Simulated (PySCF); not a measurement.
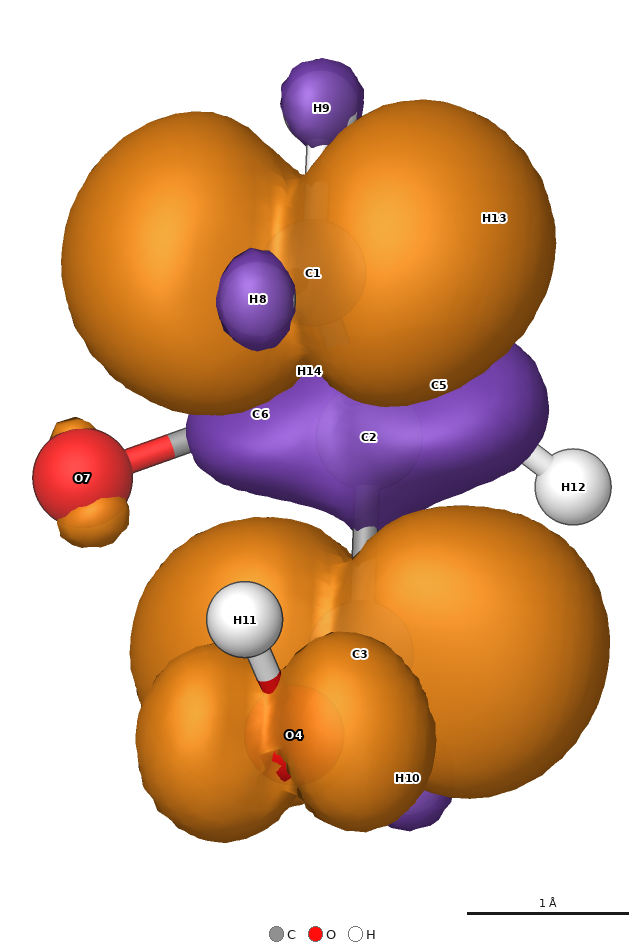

C5H7O2 (SMILES C=C([CH]O)CC=O) (doublet). Isosurfaces of the spin density at +0.015 (orange) and −0.015 e/Å³ (purple), seen at an oblique angle.

Geometry: GFN2-xTB.

All numbers below come from PySCF, UKS B3LYP, pcH-1 on C H O, non-relativistic, mean-field spin-orbit, GIAO.

```xyz
14

C    -0.8027   -1.3169    0.6411
C    -0.4121   -0.2080   -0.0672
C    -1.1189    0.9848   -0.1122
O    -2.2759    1.2382    0.5300
C     0.8954   -0.2399   -0.8193
C     2.0087    0.4342   -0.0606
O     1.9123    0.9788    1.0002
H    -1.7092   -1.3512    1.2203
H    -0.2036   -2.2072    0.6494
H    -0.7771    1.8288   -0.6885
H    -2.5136    0.4795    1.0791
H     0.8097    0.2637   -1.7861
H     1.2047   -1.2690   -1.0158
H     2.9817    0.3838   -0.5925
```

Q: Describe the spin distribution.

A: The unpaired spin (1 electron) lies mostly on C1 (about 0.4), C3 (about 0.4) and O4 (about 0.1), in electrons by Hirshfeld's partition.
